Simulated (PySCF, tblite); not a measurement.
# C4H13BOSi2: geometry, infrared bands and NMR shifts

What infrared bands and NMR shifts should C4H13BOSi2 (`B/C=C/C[SiH2]CO[SiH3]`) show?

The runs use tblite 0.8.0 and PySCF 2.14.0, with density-fitted response routines of our own; the level of theory stands in each step. All values are computed, except where a source is named. Atoms count from 0, in the outputs and in this text.

### 1 The starting structure

21 atoms, charge 0, multiplicity 1; geometry from: force field or distance geometry start.

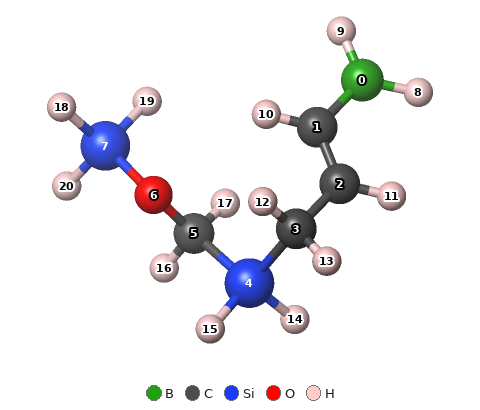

The starting geometry (boron green, carbon dark grey, silicon blue, oxygen red, hydrogen pink), atoms numbered; sticks join atoms by distance.

### 2 Optimising the geometry with GFN2-xTB

The job: settings as JSON, then the geometry in Å.

```
{"job": {"kind": "relax", "xc": "GFN2-xTB", "basis": "xTB"}, "charge": 0, "multiplicity": 1}
B     -2.731400     1.430100     1.112900
C     -1.791500     0.584600     0.200700
C     -1.917500    -0.752500     0.108800
C     -1.016300    -1.560200    -0.770900
Si     0.586000    -1.961200     0.136500
C      1.526200    -0.396700     0.517000
O      1.723600     0.326100    -0.676800
Si     2.518200     1.820500    -0.291300
H     -3.603800     0.915100     1.729300
H     -2.592200     2.600700     1.192000
H     -1.004000     1.093000    -0.335900
H     -2.732300    -1.261800     0.636100
H     -0.804600    -1.036900    -1.704700
H     -1.509500    -2.530300    -1.007200
H      0.287900    -2.666400     1.380800
H      1.412000    -2.814100    -0.721200
H      2.505900    -0.692500     0.971200
H      0.924400     0.173800     1.256300
H      2.768600     2.558800    -1.533700
H      1.653000     2.629500     0.581300
H      3.788500     1.557400     0.384300
```

Launch:

```console
$ OMP_NUM_THREADS=1 python probes_run.py task.json out
```

One launch serves the whole session: the jobs run in the order shown.

**Question.** This job is followed by: GFN2-xTB harmonic vibrations, gas phase; GIAO PBE0/pcSseg-1 NMR shielding, non-relativistic, gas phase. What will the session give for the following? strongest single infrared mode (GFN2-xTB); zero-point energy (GFN2-xTB); 13C shifts against TMS (PBE0/pcSseg-1); 1H shifts against TMS (PBE0/pcSseg-1, means over atoms taken as alike); 11B shifts against BF3·OEt2 (PBE0/pcSseg-1); 29Si shifts against TMS (PBE0/pcSseg-1); 17O shifts against H2O (PBE0/pcSseg-1).

As calculated:

```
                                                              quantity                                         value
                             strongest single infrared mode (GFN2-xTB)                         2210 cm⁻¹, 393 km/mol
                                          zero-point energy (GFN2-xTB)                                 94.9 kcal/mol
                                13C shifts against TMS (PBE0/pcSseg-1)                  179.9, 146.9, 53.2, 25.8 ppm
1H shifts against TMS (PBE0/pcSseg-1, means over atoms taken as alike)  7.34, 7.33, 6.78, 4.93, 4.22, 3.66, 2.44 ppm
                           11B shifts against BF3·OEt2 (PBE0/pcSseg-1)                                      68.7 ppm
                               29Si shifts against TMS (PBE0/pcSseg-1)                              -32.0, -47.0 ppm
                                17O shifts against H2O (PBE0/pcSseg-1)                                     -16.7 ppm
```

**Reading.** Relaxing lowered the energy by 0.504 eV in 129 steps; the close pair that moved most is O6–Si7, from 1.736 to 1.620 Å. No mode is imaginary among the 57: a minimum at this level. The strongest single mode, at 2210 cm⁻¹, moves mainly H20. Unscaled tight-binding wavenumbers are off by several per cent, some by more. Its intensities can rank the bands wrongly.
